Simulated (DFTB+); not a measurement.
CH4P2: energy and gradient calculation

CH4P2, SMILES C=PP, computed with DFTB1, R-SCC (DFTB+ 25.1).

The geometry comes from this level: GFN2-xTB.

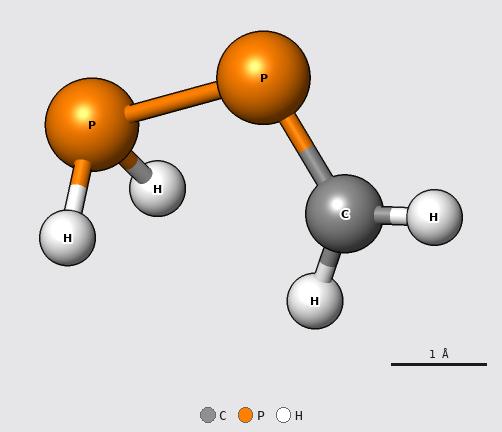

Fig. 1: The input geometry (ball-and-stick view, seen at a tilt).

## Input file (dftb_in.hsd)
```
Geometry = xyzFormat {
  <<< "input.xyz"
}
Hamiltonian = DFTB {
  SCC = No
  SlaterKosterFiles = Type2FileNames {
    Prefix = "slakos/"
    Separator = ""
    Suffix = ".spl"
    LowerCaseTypeName = Yes
  }
  MaxAngularMomentum {
    C = "p"
    P = "d"
    H = "s"
  }
  Filling = Fermi {
    Temperature [Kelvin] = 300
  }
}
Analysis {
  PrintForces = Yes
}
Options {
  WriteResultsTag = Yes
}
ParserOptions {
  ParserVersion = 14
}
```

## File input.xyz
```
7

C     -1.001430    -0.028190    -0.756300
P     -0.548030    -1.204790     0.334900
P      1.296360    -0.384260     1.230910
H     -1.891650    -0.178130    -1.344390
H     -0.473090     0.895960    -0.934670
H      0.765060     0.884710     1.452450
H      1.852780     0.014700     0.017100
```

Launched with:
```bash
dftb+ > dftb.out
```

## Log
```
|  DFTB+ development version (commit: a23bfb2)

Reading input file 'dftb_in.hsd'
Parser version: 14

--------------------------------------------------------------------------------
Reading SK-files:
./slakos/cc.spl
./slakos/cp.spl
./slakos/ch.spl
./slakos/pp.spl
./slakos/ph.spl
./slakos/hh.spl
Done.

Processed input in HSD format written to 'dftb_pin.hsd'

Starting initialization...
--------------------------------------------------------------------------------
OpenMP threads:              1
Chosen random seed:          672960195
Current stacksize:           unlimited
Mode:                        Static calculation
Self consistent charges:     No
Spin polarisation:           No
Nr. of up electrons:             9.000000
Nr. of down electrons:           9.000000
Periodic boundaries:         No
Electronic solver:           Relatively robust
Electronic temperature:              0.950045E-03 H      0.258520E-01 eV
Included shells:             C:  s, p
                             P:  s, p, d
                             H:  s
Extra options:
                             Mulliken analysis
                             Force calculation
Force type                   original

--------------------------------------------------------------------------------

***  Geometry step: 0

Total Energy:                       -6.7746772308 H         -184.3483 eV
Extrapolated to 0K:                 -6.7746772308 H         -184.3483 eV
Total Mermin free energy:           -6.7746772308 H         -184.3483 eV
Force related energy:               -6.7746772308 H         -184.3483 eV

--------------------------------------------------------------------------------
--------------------------------------------------------------------------------
--------------------------------------------------------------------------------
Missing                                +       0.00 (100.0%)       0.00 (100.0%)
Total                                  =       0.00 (100.0%)       0.00 (100.0%)
--------------------------------------------------------------------------------
```

## File detailed.out
```
Fermi distribution function

 Total charge:    -0.00000000

 Atomic gross charges (e)
 Atom           Charge
    1      -0.30112936
    2       0.04607860
    3      -0.13506740
    4       0.12342016
    5       0.13176823
    6       0.06772883
    7       0.06720095

Nr. of electrons (up):     18.00000000
Atom populations (up)
 Atom       Population
    1       4.30112936
    2       4.95392140
    3       5.13506740
    4       0.87657984
    5       0.86823177
    6       0.93227117
    7       0.93279905

l-shell populations (up)
 Atom Sh.   l       Population
    1   1   0       1.34528366
    1   2   1       2.95584569
    2   1   0       1.71848828
    2   2   1       3.04201920
    2   3   2       0.19341392
    3   1   0       1.68254899
    3   2   1       3.42058941
    3   3   2       0.03192901
    4   1   0       0.87657984
    5   1   0       0.86823177
    6   1   0       0.93227117
    7   1   0       0.93279905

Orbital populations (up)
 Atom Sh.   l   m       Population  Label
    1   1   0   0       1.34528366  s
    1   2   1  -1       0.97618439  p_y
    1   2   1   0       0.98768840  p_z
    1   2   1   1       0.99197291  p_x
    2   1   0   0       1.71848828  s
    2   2   1  -1       1.16731258  p_y
    2   2   1   0       0.91243184  p_z
    2   2   1   1       0.96227478  p_x
    2   3   2  -2       0.02786319  d_xy
    2   3   2  -1       0.00530189  d_yz
    2   3   2   0       0.07094039  d_z2
    2   3   2   1       0.05739803  d_xz
    2   3   2   2       0.03191042  d_x2-y2
    3   1   0   0       1.68254899  s
    3   2   1  -1       1.12554358  p_y
    3   2   1   0       1.19999389  p_z
    3   2   1   1       1.09505194  p_x
    3   3   2  -2       0.01258857  d_xy
    3   3   2  -1       0.00758142  d_yz
    3   3   2   0      -0.00214475  d_z2
    3   3   2   1       0.00291520  d_xz
    3   3   2   2       0.01098857  d_x2-y2
    4   1   0   0       0.87657984  s
    5   1   0   0       0.86823177  s
    6   1   0   0       0.93227117  s
    7   1   0   0       0.93279905  s

Fermi level:                        -0.1958408067 H           -5.3291 eV
Band energy:                        -6.8587947913 H         -186.6373 eV
TS:                                  0.0000000000 H            0.0000 eV
Band free energy (E-TS):            -6.8587947913 H         -186.6373 eV
Extrapolated E(0K):                 -6.8587947913 H         -186.6373 eV
Output electrons (q):     18.0000000000

Energy H0:                          -6.8587947913 H         -186.6373 eV
Total Electronic energy:            -6.8587947913 H         -186.6373 eV
Repulsive energy:                    0.0841175605 H            2.2890 eV
Total energy:                       -6.7746772308 H         -184.3483 eV
Extrapolated to 0:                  -6.7746772308 H         -184.3483 eV
Total Mermin free energy:           -6.7746772308 H         -184.3483 eV
Force related energy:               -6.7746772308 H         -184.3483 eV

Non-constrained calculation

Non-SCC calculation

Total Forces
    1     -0.002956330154     -0.009015775557      0.003416701537
    2     -0.001866852882     -0.005312115515      0.001918721365
    3      0.004744178732     -0.010084411310      0.009660909967
    4     -0.009272176981      0.001794509081     -0.008268619807
    5      0.003616851822      0.009580389242     -0.003302212127
    6     -0.004393710350      0.012348650926      0.007889040140
    7      0.010128039812      0.000688753133     -0.011314541075

Maximal derivative component:        0.123487E-01 au

Dipole moment:   -0.03452387    0.30586586   -0.21286390 au
Dipole moment:   -0.08775094    0.77743352   -0.54104611 Debye
```

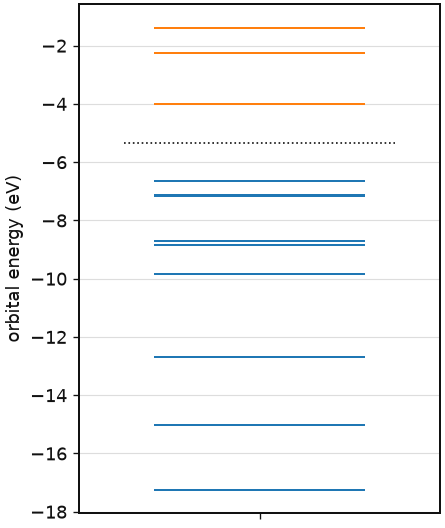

Fig. 2: Orbital energies near the frontier; the dotted line parts filled from empty levels, and levels within 0.02 eV of each other stand side by side. Highest filled −6.66 eV, lowest empty −4.00 eV, 2.66 eV apart.

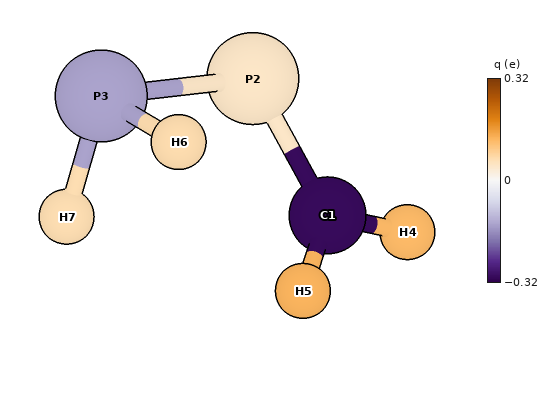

Fig. 3: Mulliken charges, as the colour of each atom (ball-and-stick view, seen at a tilt; atoms are numbered from 1 in the order of the input). By element: C −0.30, P −0.14 to +0.05 and H +0.07 to +0.13 e.

## Summary

| quantity | value |
| --- | --- |
| outcome | converged |
| total energy | −6.774677 hartree |
| basis functions | 26 |
| largest force | 0.787 eV/Å |
| HOMO | −6.66 eV |
| LUMO | −4.00 eV |
| dipole moment | 0.95 D |
| hardware | 1 thread of AMD EPYC (Zen 3), 24 GiB of memory available, shared host |
| peak memory | 0.072 GiB |
